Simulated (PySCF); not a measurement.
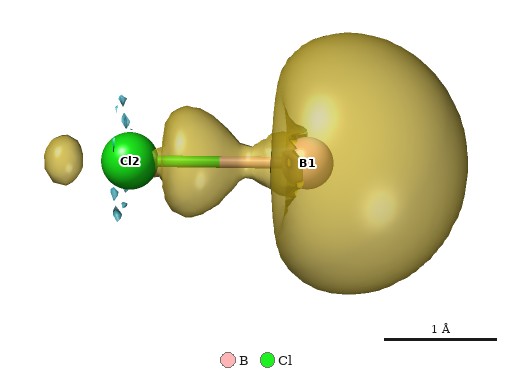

*BCl (charge +1, doublet). Isosurfaces of the spin density (α minus β) at +0.04 (yellow) and −0.04 e/Å³ (cyan), seen from one side.*

Computed with PySCF, PBE0/6-311G(d,p), non-relativistic, at a bond length of 1.603 Å.

> Where is the unpaired spin?

The unpaired spin (1 electron) lies mostly on B1 (about 1.0), in electrons by Hirshfeld's partition.
